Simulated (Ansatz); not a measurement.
# BH5OSeSn: one species, many methods, part 2 of 2

Ansatz 0.2.0, Gaussian basis; functionals in def2-TZVPP, the program's frozen cores in correlated methods.

## 14. CAM-B3LYP-D4 (range-separated)

Input file in.yaml:

```yaml
crystal:
  periodic: [false, false, false]
  atoms:
    - {symbol: O, position_ang: [0.338408, 1.356627, -1.201949]}
    - {symbol: B, position_ang: [0.520631, 0.533439, -0.143794]}
    - {symbol: Se, position_ang: [2.092250, 0.773429, 0.969314]}
    - {symbol: Sn, position_ang: [-0.943172, -1.119252, 0.380593]}
    - {symbol: H, position_ang: [-0.457100, 1.178024, -1.710200]}
    - {symbol: H, position_ang: [2.638783, 1.912012, 0.212774]}
    - {symbol: H, position_ang: [-2.154297, -1.160369, -0.836687]}
    - {symbol: H, position_ang: [-0.217490, -2.662529, 0.439801]}
    - {symbol: H, position_ang: [-1.729414, -0.857783, 1.873048]}
basis:
  gaussian: {orbitals: def2-TZVPP}
hamiltonian: {xc: {name: CAM-B3LYP}, dispersion: d4}
output: {orbitals: {seedname: orbitals}}
```

On the command line:

```
> ansatz run in.yaml --threads 4 --pin off --events-out ev --progress --plain --max-ram 10444MiB
```

The program printed (excerpt; [...] marks lines left out):

```text
Functional definition: CAM-B3LYP
  name "CAM-B3LYP"
  cite "Yanai, Tew & Handy, Chem. Phys. Lett. 393, 51 (2004) doi:10.1016/j.cplett.2004.06.011"
  cite "Iikura, Tsuneda, Yanai & Hirao, J. Chem. Phys. 115, 3540 (2001) doi:10.1063/1.1383587"
  cite "Becke, Phys. Rev. A 38, 3098 (1988) doi:10.1103/PhysRevA.38.3098"
  cite "Lee, Yang & Parr, Phys. Rev. B 37, 785 (1988) doi:10.1103/PhysRevB.37.785"
  cite "Vosko, Wilk & Nusair, Can. J. Phys. 58, 1200 (1980) doi:10.1139/p80-159"
[...]
  # Exact exchange under (alpha + beta erf(omega r))/r, Becke's under what is left of 1/r.
[...]
1456 factors; their error is unknown
337 factors; integrals over basis functions are off by at most 1.2e-5 eV
[...]
mean field -73990.09916957 eV, -2719.0859921911 hartree, gradient 6.4e-5 eV, S^2 0.000000; 0 other end points of the search recorded, 0 dependent functions left out
reference -73990.09931836 eV, -2719.0859976591 hartree; 37, 37 occupied and 193, 193 virtual orbitals, 1456 factors
Total energy: -73990.29039973 eV, -2719.0930197700 hartree
```

Run time: 4.1 s. Hardware: 4 threads of Arm Neoverse V1, shared host; peak memory 0.73 GiB.

Atomisation energy: 28.136 eV (free atoms -73962.154 eV, run apart). HOMO -8.66 eV, LUMO 0.10 eV.

## 15. LC-ωPBE (range-separated)

Edit in.yaml of step 14 so:

```diff
@@ -14,3 +14,3 @@
   gaussian: {orbitals: def2-TZVPP}
-hamiltonian: {xc: {name: CAM-B3LYP}, dispersion: d4}
+hamiltonian: {xc: {name: LC-wPBE}}
 output: {orbitals: {seedname: orbitals}}
```

Launched as before.

The program printed (excerpt; [...] marks lines left out):

```text
Functional definition: LC-wPBE
  name "LC-wPBE"
  cite "Vydrov & Scuseria, J. Chem. Phys. 125, 234109 (2006) doi:10.1063/1.2409292"
  cite "Heyd & Scuseria, J. Chem. Phys. 120, 7274 (2004) doi:10.1063/1.1668634"
  cite "Ernzerhof & Perdew, J. Chem. Phys. 109, 3313 (1998) doi:10.1063/1.476928"
  cite "Perdew, Burke & Ernzerhof, Phys. Rev. Lett. 77, 3865 (1996) doi:10.1103/PhysRevLett.77.3865"
  parent pbe
[...]
1390 factors; their error is unknown
443 factors; integrals over basis functions are off by at most 3.0e-5 eV
[...]
mean field -73978.67472474 eV, -2718.6661515874 hartree, gradient 1.7e-5 eV, S^2 0.000000; 0 other end points of the search recorded, 0 dependent functions left out
reference -73978.67472475 eV, -2718.6661515877 hartree; 37, 37 occupied and 193, 193 virtual orbitals, 1390 factors
Total energy: -73978.67472475 eV, -2718.6661515877 hartree
```

Wall time 2.8 s (4 threads of Arm Neoverse V1, shared host); peak memory 0.44 GiB.

Atomisation energy: 27.761 eV (free atoms -73950.913 eV, run apart). HOMO -10.01 eV, LUMO 1.16 eV.

## 16. ωB97X-V (range-separated)

Edit in.yaml of step 15 so:

```diff
@@ -14,3 +14,3 @@
   gaussian: {orbitals: def2-TZVPP}
-hamiltonian: {xc: {name: LC-wPBE}}
+hamiltonian: {xc: {name: wB97X-V}}
 output: {orbitals: {seedname: orbitals}}
```

The command is unchanged.

The program printed (excerpt; [...] marks lines left out):

```text
Functional definition: wB97X-V
  name "wB97X-V"
  cite "Mardirossian & Head-Gordon, Phys. Chem. Chem. Phys. 16, 9904 (2014) doi:10.1039/C3CP54374A"
  cite "Becke, J. Chem. Phys. 107, 8554 (1997) doi:10.1063/1.475007"
  cite "Vydrov & Van Voorhis, J. Chem. Phys. 133, 244103 (2010) doi:10.1063/1.3521275"
[...]
      + integral(e_c_pw_opposite_spin*poly(b97_u_opposite, cos0, cos1)) + vv10(b, c)
1456 factors; their error is unknown
320 factors; integrals over basis functions are off by at most 7.9e-6 eV
[...]
mean field -73981.01780420 eV, -2718.7522581693 hartree, gradient 1.9e-5 eV, S^2 0.000000; 0 other end points of the search recorded, 0 dependent functions left out
reference -73981.01780165 eV, -2718.7522580759 hartree; 37, 37 occupied and 193, 193 virtual orbitals, 1456 factors
Total energy: -73981.01780165 eV, -2718.7522580759 hartree
```

It took 8.5 s on 4 threads of Arm Neoverse V1, shared host; peak memory 0.8 GiB.

Atomisation energy: 28.265 eV (free atoms -73952.752 eV, run apart). HOMO -9.68 eV, LUMO 1.08 eV.

## 17. ωB97M-V (range-separated)

Edit in.yaml of step 16 so:

```diff
@@ -14,3 +14,3 @@
   gaussian: {orbitals: def2-TZVPP}
-hamiltonian: {xc: {name: wB97X-V}}
-output: {orbitals: {seedname: orbitals}}
+hamiltonian: {xc: {name: wB97M-V}}
+output: {forces: true, orbitals: {seedname: orbitals}}
```

The command is unchanged.

The program printed (excerpt; [...] marks lines left out):

```text
Functional definition: wB97M-V
  name "wB97M-V"
  cite "Mardirossian & Head-Gordon, J. Chem. Phys. 144, 214110 (2016) doi:10.1063/1.4952647"
  cite "Becke, J. Chem. Phys. 107, 8554 (1997) doi:10.1063/1.475007"
  cite "Vydrov & Van Voorhis, J. Chem. Phys. 133, 244103 (2010) doi:10.1063/1.3521275"
  # Of w^i u^j: cxij and so on, Table III.
[...]
  gx(w, u) = 1 - cx + cx01*u + cx10*w
  gss(w, u) = css00 + css04*u^4 + css10*w + css20*w^2 + css43*w^4*u^3
  gos(w, u) = cos00 + cos10*w + (cos20 + cos21*u)*w^2 + (cos60 + cos61*u)*w^6
[...]
      + integral(e_c_pw_mod_opposite_spin*gos(b97_w_opposite, b97_u_opposite)) + vv10(b, c)
1442 factors; their error is unknown
320 factors; integrals over basis functions are off by at most 7.9e-6 eV
[...]
Total energy: -73982.12888570 eV, -2718.7930896614 hartree
Atom 0 at     0.338408     1.356627    -1.201949 Å, force    -0.060629     0.052759    -0.112473 eV/Å
Atom 1 at     0.520631     0.533439    -0.143794 Å, force    -0.039939    -0.136810     0.114651 eV/Å
Atom 2 at     2.092250     0.773429     0.969314 Å, force     0.062814     0.097467    -0.051024 eV/Å
Atom 3 at    -0.943172    -1.119252     0.380593 Å, force    -0.050952    -0.033910    -0.004117 eV/Å
Atom 4 at    -0.457100     1.178024    -1.710200 Å, force     0.046034     0.010188     0.028296 eV/Å
Atom 5 at     2.638783     1.912012     0.212774 Å, force    -0.057032    -0.094967     0.054290 eV/Å
Atom 6 at    -2.154297    -1.160369    -0.836687 Å, force     0.078289     0.006082     0.075254 eV/Å
Atom 7 at    -0.217490    -2.662529     0.439801 Å, force    -0.037669     0.108056    -0.006943 eV/Å
Atom 8 at    -1.729414    -0.857783     1.873048 Å, force     0.059084    -0.008866    -0.097934 eV/Å
Dipole moment:    -0.135564     0.128801    -0.260128 e Å
```

Wall time 13 s (4 threads of Arm Neoverse V1, shared host); peak memory 0.9 GiB.

With the free atoms at this level, -73954.060 eV in sum, the atomisation energy is 28.069 eV. HOMO -9.55 eV, LUMO 0.90 eV.

## 18. B2PLYP (double hybrid)

Edit in.yaml of step 17 so:

```diff
@@ -14,3 +14,2 @@
   gaussian: {orbitals: def2-TZVPP}
-hamiltonian: {xc: {name: wB97M-V}}
-output: {forces: true, orbitals: {seedname: orbitals}}
+hamiltonian: {xc: {name: B2PLYP}}
```

Launched as before.

The program printed (excerpt; [...] marks lines left out):

```text
Functional definition: B2PLYP
  name "B2PLYP"
  cite "Grimme, J. Chem. Phys. 124, 034108 (2006) doi:10.1063/1.2148954"
  cite "Becke, Phys. Rev. A 38, 3098 (1988) doi:10.1103/PhysRevA.38.3098"
  cite "Lee, Yang & Parr, Phys. Rev. B 37, 785 (1988) doi:10.1103/PhysRevB.37.785"
[...]
1572 factors; integrals over basis functions are off by at most 1.1e-3 eV
[...]
mean field -73961.77248440 eV, -2718.0450057117 hartree, gradient 9.1e-6 eV, S^2 0.000000; 0 other end points of the search recorded, 0 dependent functions left out
15 core orbitals not correlated: weight in the atoms' cores, before any rotation towards them, 1.000 or more for the frozen orbitals, at most 0.000 for the correlated occupied ones
reference -73961.77267528 eV, -2718.0450127263 hartree; 22, 22 occupied and 193, 193 virtual orbitals, 1572 factors
second order -31.21652405 eV of doubles, -0.00000000 eV of singles
Total energy: -73970.20113677 eV, -2718.3547529732 hartree
```

It took 6.5 s on 4 threads of Arm Neoverse V1, shared host; peak memory 0.65 GiB.

With the free atoms at this level, -73942.566 eV in sum, the atomisation energy is 27.635 eV.

## 19. PBE-QIDH (double hybrid)

Edit in.yaml of step 18 so:

```diff
@@ -14,2 +14,2 @@
   gaussian: {orbitals: def2-TZVPP}
-hamiltonian: {xc: {name: B2PLYP}}
+hamiltonian: {xc: {name: PBE-QIDH}}
```

Launched as before.

The program printed (excerpt; [...] marks lines left out):

```text
Functional definition: PBE-QIDH
  name "PBE-QIDH"
  cite "Brémond, Sancho-García, Pérez-Jiménez & Adamo, J. Chem. Phys. 141, 031101 (2014) doi:10.1063/1.4890314"
  cite "Perdew, Burke & Ernzerhof, Phys. Rev. Lett. 77, 3865 (1996) doi:10.1103/PhysRevLett.77.3865"
[...]
1572 factors; integrals over basis functions are off by at most 1.1e-3 eV
[...]
mean field -73953.54918848 eV, -2717.7428051605 hartree, gradient 1.0e-5 eV, S^2 0.000000; 0 other end points of the search recorded, 0 dependent functions left out
15 core orbitals not correlated: weight in the atoms' cores, before any rotation towards them, 1.000 or more for the frozen orbitals, at most 0.000 for the correlated occupied ones
reference -73953.54920386 eV, -2717.7428057257 hartree; 22, 22 occupied and 193, 193 virtual orbitals, 1572 factors
second order -29.09689489 eV of doubles, -0.00000000 eV of singles
Total energy: -73963.24816882 eV, -2718.0992361139 hartree
```

It took 6.5 s on 4 threads of Arm Neoverse V1, shared host; peak memory 0.65 GiB.

Atomisation energy: 27.768 eV (free atoms -73935.481 eV, run apart).

## 20. Orbital energies across the functionals

Dipoles come from the runs that computed forces. Levels, from each run's orbital file:

| functional | HOMO (eV) | LUMO (eV) | gap (eV) | dipole (D) |
| --- | --- | --- | --- | --- |
| LDA (SPW92) | -6.45 | -2.04 | 4.41 |  |
| PBE-D4 | -6.31 | -1.84 | 4.47 | 1.49 |
| revPBE-D4 | -6.26 | -1.75 | 4.50 |  |
| BLYP-D4 | -6.14 | -1.68 | 4.46 |  |
| r2SCAN-D4 | -6.58 | -1.64 | 4.95 | 1.55 |
| B97M-V | -6.63 | -1.64 | 4.99 |  |
| PBE0-D4 | -7.42 | -1.00 | 6.42 |  |
| B3LYP-D4 | -7.18 | -1.17 | 6.01 | 1.47 |
| r2SCANh-D4 | -6.99 | -1.33 | 5.66 |  |
| r2SCAN0-D4 | -7.61 | -0.89 | 6.72 |  |
| HSE06-D4 | -7.02 | -1.37 | 5.65 |  |
| BHLYP-D4 | -8.37 | -0.04 | 8.33 |  |
| CAM-B3LYP-D4 | -8.66 | 0.10 | 8.76 |  |
| LC-ωPBE | -10.01 | 1.16 | 11.17 |  |
| ωB97X-V | -9.68 | 1.08 | 10.75 |  |
| ωB97M-V | -9.55 | 0.90 | 10.45 | 1.54 |

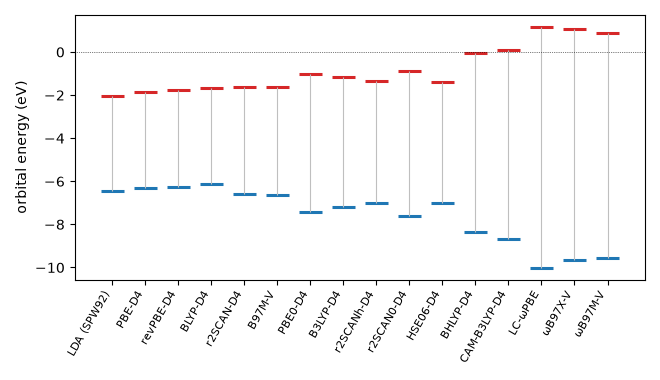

Highest occupied (blue) and lowest empty (red) level by functional.

## 21. CCSD(T) in def2-SVP

Edit in.yaml of step 19 so:

```diff
@@ -13,3 +13,3 @@
 basis:
-  gaussian: {orbitals: def2-TZVPP}
-hamiltonian: {xc: {name: PBE-QIDH}}
+  gaussian: {orbitals: def2-SVP}
+correlation: {method: ccsd_t}
```

Launched as before.

The program printed (excerpt; [...] marks lines left out):

```text
Functional definition: HF
  name "HF"
  cite "Fock, Z. Phys. 61, 126 (1930) doi:10.1007/BF01340294"
  parent pbe
[...]
1177 factors; integrals over basis functions are off by at most 1.0e-3 eV
[...]
mean field -73887.41416047 eV, -2715.3123877093 hartree, gradient 1.1e-6 eV, S^2 0.000000; 0 other end points of the search recorded, 0 dependent functions left out
15 core orbitals not correlated: weight in the atoms' cores, before any rotation towards them, 1.000 or more for the frozen orbitals, at most 0.000 for the correlated occupied ones
reference -73887.41416047 eV, -2715.3123877093 hartree; 22, 22 occupied and 74, 74 virtual orbitals, 1177 factors
second order -17.06918145 eV of doubles, -0.00000000 eV of singles
cycle   1  -17.48997163 eV  change   -4.2e-1 eV  update   1.1e-1
[...]
cycle   9  -18.10906777 eV  change   -2.9e-5 eV  update   2.5e-5
perturbative correction -0.51460097 eV, -0.0189112367 hartree
Total energy: -73906.03782921 eV, -2715.9967949119 hartree
```

It took 11 s on 4 threads of Arm Neoverse V1, shared host; peak memory 0.6 GiB.

## 22. CCSD(T) in def2-TZVPP

Edit in.yaml of step 21 so:

```diff
@@ -13,3 +13,4 @@
 basis:
-  gaussian: {orbitals: def2-SVP}
+  gaussian: {orbitals: def2-TZVPP}
 correlation: {method: ccsd_t}
+output: {orbitals: {seedname: orbitals}}
```

The command is unchanged.

The program printed (excerpt; [...] marks lines left out):

```text
Functional definition: HF
  name "HF"
  cite "Fock, Z. Phys. 61, 126 (1930) doi:10.1007/BF01340294"
  parent pbe
[...]
1572 factors; integrals over basis functions are off by at most 1.1e-3 eV
[...]
mean field -73899.04491174 eV, -2715.7398099347 hartree, gradient 1.7e-6 eV, S^2 0.000000; 0 other end points of the search recorded, 0 dependent functions left out
15 core orbitals not correlated: weight in the atoms' cores, before any rotation towards them, 1.000 or more for the frozen orbitals, at most 0.000 for the correlated occupied ones
reference -73899.04491174 eV, -2715.7398099347 hartree; 22, 22 occupied and 193, 193 virtual orbitals, 1572 factors
second order -25.95414425 eV of doubles, -0.00000000 eV of singles
cycle   1  -25.77335197 eV  change    1.8e-1 eV  update   1.2e-1
[...]
cycle  10  -26.56245920 eV  change    2.2e-6 eV  update   1.4e-5
perturbative correction -0.94134712 eV, -0.0345938684 hartree
Total energy: -73926.54871805 eV, -2716.7505561739 hartree
```

Run time: 4.1 min. Hardware: 4 threads of Arm Neoverse V1, shared host; peak memory 4.5 GiB.

## 23. MP2 in def2-QZVPP

Edit in.yaml of step 22 so:

```diff
@@ -13,4 +13,3 @@
 basis:
-  gaussian: {orbitals: def2-TZVPP}
-correlation: {method: ccsd_t}
-output: {orbitals: {seedname: orbitals}}
+  gaussian: {orbitals: "def2-QZVPP.json"}
+correlation: {method: mp2}
```

The command is unchanged.

The program printed:

```text
Functional definition: HF
  name "HF"
  cite "Fock, Z. Phys. 61, 126 (1930) doi:10.1007/BF01340294"
  parent pbe
  exchange = exact_x
  correlation = 0
2705 factors; integrals over basis functions are off by at most 8.3e-4 eV
mean field evaluation 1: about -73897.2435 eV, gradient 3.6e1 eV
mean field evaluation 2: about -73897.3642 eV, gradient 3.6e1 eV
mean field evaluation 4: about -73900.4325 eV, gradient 3.6e0 eV
mean field evaluation 8: about -73900.5019 eV, gradient 3.5e-1 eV
mean field -73900.50247966 eV, -2715.7933745676 hartree, gradient 5.1e-6 eV, S^2 0.000000; 0 other end points of the search recorded, 0 dependent functions left out
15 core orbitals not correlated: weight in the atoms' cores, before any rotation towards them, 1.000 or more for the frozen orbitals, at most 0.000 for the correlated occupied ones
reference -73900.50247966 eV, -2715.7933745676 hartree; 22, 22 occupied and 398, 398 virtual orbitals, 2705 factors
second order -40.68557604 eV of doubles, -0.00000000 eV of singles
Total energy: -73941.18805570 eV, -2717.2885419096 hartree
```

Run time: 24 s. Hardware: 4 threads of Arm Neoverse V1, shared host; peak memory 2.4 GiB.

The pieces so far (eV):

| basis | HF | MP2 correlation | CCSD correlation | (T) | total |
| --- | --- | --- | --- | --- | --- |
| def2-SVP | -73887.4142 | -17.0692 | -18.1091 | -0.5146 | -73906.0378 |
| def2-TZVPP | -73899.0449 | -25.9541 | -26.5625 | -0.9413 | -73926.5487 |
| def2-QZVPP | -73900.5025 | -40.6856 |  |  | -73941.1881 (MP2) |

The report of the def2-TZVPP run gives T1 = 0.0132.

## 24. The basis-set limit

No new run: Hartree-Fock is extrapolated as exp(−7.88√X) and correlation as X^−2.97, with X = 3 and 4; only MP2 was run in the larger set, so CCSD(T) minus MP2 is added from the smaller one.

| level | energy at the limit (eV) |
| --- | --- |
| HF | -73900.7032 |
| MP2 | -73952.3010 |
| CCSD | -73952.9093 |
| CCSD(T) | -73953.8506 |

This is no true limit for total energies: MP2 correlation changes by a factor of 1.57 from triple to quadruple zeta (about 1.07 in light molecules), because outer-core shells are correlated in sets not made for them. Much of that cancels between molecule and atoms or ions.

## 25. RPA on PBE orbitals

Edit in.yaml of step 23 so:

```diff
@@ -13,3 +13,4 @@
 basis:
-  gaussian: {orbitals: "def2-QZVPP.json"}
-correlation: {method: mp2}
+  gaussian: {orbitals: def2-TZVPP}
+hamiltonian: {xc: pbe}
+correlation: {method: rpa}
```

The command is unchanged.

The program printed (excerpt; [...] marks lines left out):

```text
Functional definition: PBE
  name "PBE"
  cite "Perdew, Burke & Ernzerhof, Phys. Rev. Lett. 77, 3865 (1996) doi:10.1103/PhysRevLett.77.3865"
  parent pbe
[...]
1572 factors; integrals over basis functions are off by at most 1.1e-3 eV
[...]
mean field -73974.95603785 eV, -2718.5294923650 hartree, gradient 7.3e-6 eV, S^2 0.000000; 0 other end points of the search recorded, 0 dependent functions left out
15 core orbitals not correlated: weight in the atoms' cores, before any rotation towards them, 1.000 or more for the frozen orbitals, at most 0.000 for the correlated occupied ones
reference -73897.31670444 eV, -2715.6762994878 hartree; 22, 22 occupied and 193, 193 virtual orbitals, 1572 factors
Total energy: -73937.25396109 eV, -2717.1439665995 hartree
```

It took 6 s on 4 threads of Arm Neoverse V1, shared host; peak memory 0.58 GiB.

RPA correlation: -39.937 eV. No RPA run of the hydrogen atom was made, so RPA has no atomisation energy below.

## 26. All levels against the reference

Free atoms (1 O, 1 B, 1 Se, 1 Sn, 5 H) were run apart at each level; the atomisation energy is their sum less the molecule, without zero-point or spin-orbit terms.

Differences are taken before rounding.

| method | rung | atomisation energy (eV) | from CCSD(T)/CBS (eV) | time |
| --- | --- | --- | --- | --- |
| LDA (SPW92) | LDA | 32.573 | +4.290 | 1.4 s |
| PBE-D4 | GGA | 28.444 | +0.161 | 2.7 s |
| revPBE-D4 | GGA | 27.650 | -0.633 | 2.1 s |
| BLYP-D4 | GGA | 27.918 | -0.365 | 2.5 s |
| r2SCAN-D4 | meta-GGA | 28.254 | -0.029 | 5 s |
| B97M-V | meta-GGA | 28.468 | +0.185 | 11 s |
| PBE0-D4 | hybrid | 27.932 | -0.351 | 3.3 s |
| B3LYP-D4 | hybrid | 27.976 | -0.306 | 5 s |
| r2SCANh-D4 | hybrid | 28.040 | -0.243 | 5.5 s |
| r2SCAN0-D4 | hybrid | 27.737 | -0.546 | 6 s |
| HSE06-D4 | hybrid | 27.934 | -0.349 | 3.7 s |
| BHLYP-D4 | hybrid | 27.190 | -1.093 | 3.8 s |
| CAM-B3LYP-D4 | range-separated | 28.136 | -0.147 | 4.1 s |
| LC-ωPBE | range-separated | 27.761 | -0.521 | 2.8 s |
| ωB97X-V | range-separated | 28.265 | -0.017 | 8.5 s |
| ωB97M-V | range-separated | 28.069 | -0.214 | 13 s |
| B2PLYP | double hybrid | 27.635 | -0.648 | 6.5 s |
| PBE-QIDH | double hybrid | 27.768 | -0.515 | 6.5 s |
| HF/def2-TZVPP | wavefunction | 19.747 | -8.536 |  |
| MP2/def2-TZVPP | wavefunction | 27.654 | -0.628 |  |
| CCSD/def2-TZVPP | wavefunction | 27.025 | -1.258 |  |
| CCSD(T)/def2-SVP | wavefunction | 26.317 | -1.965 | 11 s |
| CCSD(T)/def2-TZVPP | wavefunction | 27.517 | -0.766 | 4.1 min |
| MP2/CBS | wavefunction | 28.420 | +0.137 |  |
| CCSD(T)/CBS | wavefunction | 28.283 | 0 | 4.5 min |

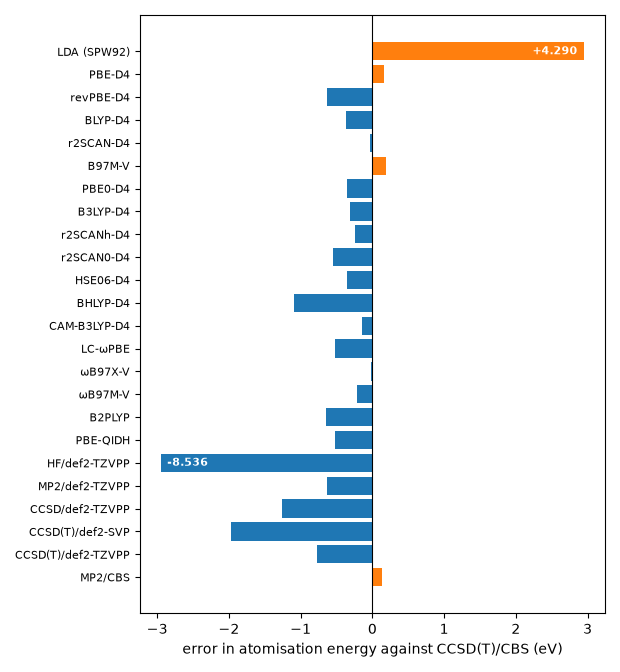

How far each level lands from CCSD(T)/CBS. Bars with a number in them are cut short.

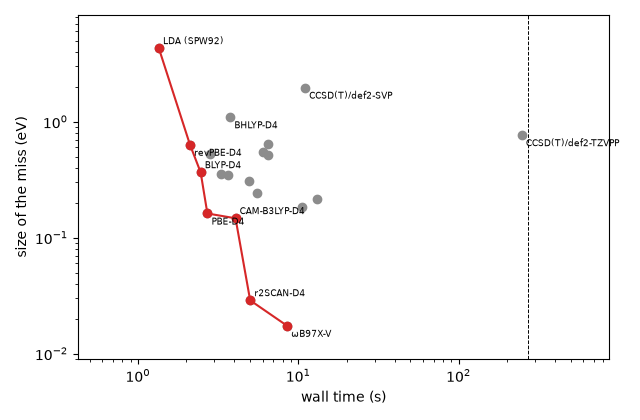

Miss against cost. Red marks the levels that no quicker level drawn beats (of those quicker than the yardstick), and the dashed line is the time of CCSD(T)/CBS. Only those levels and the largest misses are named. Times are from a shared host.

LDA (SPW92), LC-ωPBE, B2PLYP, PBE-QIDH carry no dispersion term (for B3LYP, D4 adds 0.351 eV).

Times are those of the molecule's run; HF, MP2 and CCSD come out of the CCSD(T) runs, and the limit's time is the sum of the runs that it needs.

## 27. Outcome

The summary covers parts 1 to 2.

| quantity | value |
| --- | --- |
| atomisation energy, CCSD(T)/CBS | 28.283 eV |
| functionals within 0.283 eV (1.0 %) | PBE-D4, r2SCAN-D4, B97M-V, r2SCANh-D4, CAM-B3LYP-D4, ωB97X-V, ωB97M-V |
| farthest beyond LDA | BHLYP-D4 (-1.093 eV) |
| mean size of error, GGA | 0.387 eV |
| mean size of error, meta-GGA | 0.107 eV |
| mean size of error, hybrid | 0.481 eV |
| mean size of error, range-separated | 0.225 eV |
| mean size of error, double hybrid | 0.581 eV |
| gap, smallest and largest | 4.41 eV (LDA (SPW92)), 11.17 eV (LC-ωPBE) |
| T1 diagnostic | 0.0132 |
| triples share of the correlation energy | 3.4 % |

What this shows: LDA overbinds by 4.290 eV (15 %). PBE-D4 is off by +0.161 eV. Double hybrids carry the basis error of their MP2 part in triple zeta, and no dispersion term here, so their miss is partly the set-up's. The rungs meta-GGA, range-separated miss on average by less than the doubt on the reference (0.283 eV), so they tie. Misses under about 0.283 eV are within the doubt on the reference itself, which lacks core-valence correlation, spin-orbit coupling and higher excitations, and its outer-core shells are covered unevenly. All levels share the lack of spin-orbit coupling, which lowers the free heavy atoms and so the true binding. Hartree-Fock recovers 70 % of the binding; the rest is correlation. CCSD(T) in def2-SVP is off by -1.965 eV, so the small basis spoils what the method gains. The gap grows from 4.4 to 11.2 eV across the functionals, mostly with the share of exact exchange. Correlated methods include outer-core shells of Se, Sn, which these sets cover unevenly.

ωB97X-V reaches 0.017 eV from the reference in 8.5 s, where CCSD(T)/CBS took 4.5 min; the quickest level in the cost chart, LDA (SPW92), takes 1.4 s and misses by 4.290 eV.
